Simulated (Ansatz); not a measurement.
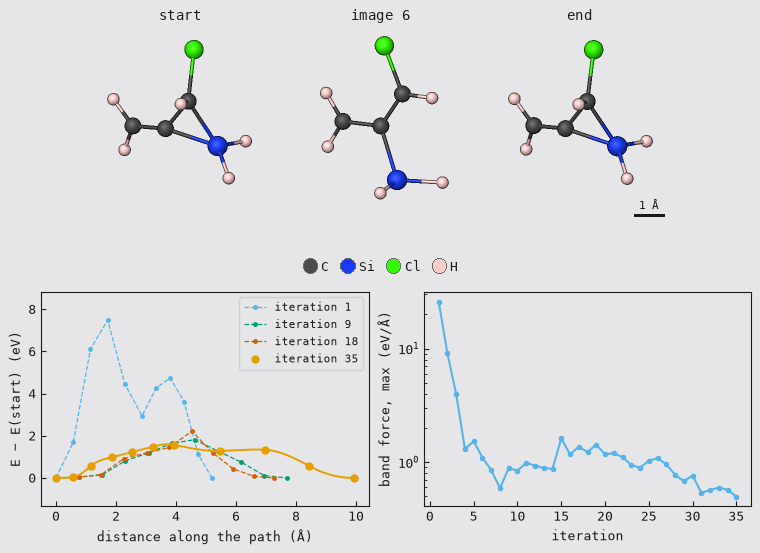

A search for the minimum-energy path of C₃H₅ClSi by the nudged elastic band. Images are numbered from 0 (start) to 10 (end). The plot follows the band through its iterations. A ball-and-stick model, seen at a tilt.

Theory: RKS PBE-D4/def2-SVP in Ansatz 0.2.0. Set-up: 9 movable images; climbing image; force threshold 0.5 eV/Å; iteration limit 60; starting path through a guess of the saddle point.

Question: Did the band converge, and can the barrier be trusted?

Answer: The run met only a loose threshold, so the barrier can't be trusted yet. The band converged in 35 iterations. The largest component of the band force went from 26 to 0.5 eV/Å. The climbing image converged on the top of the path. Its curvatures weren't checked. The force threshold is so loose that the height of the top is at best an upper bound. The first iteration put the highest image at 7.48 eV. The two ends have the same energy, and the highest point, image 6, lies 1.57 eV above the start. The profile has 2 maxima (images 6, 8) with a dip at image 7 (+1.28 eV), so the process runs in steps.

Cost: 19 min on 2 threads of Arm Neoverse N1, on a shared host, peak memory 0.22 GiB.
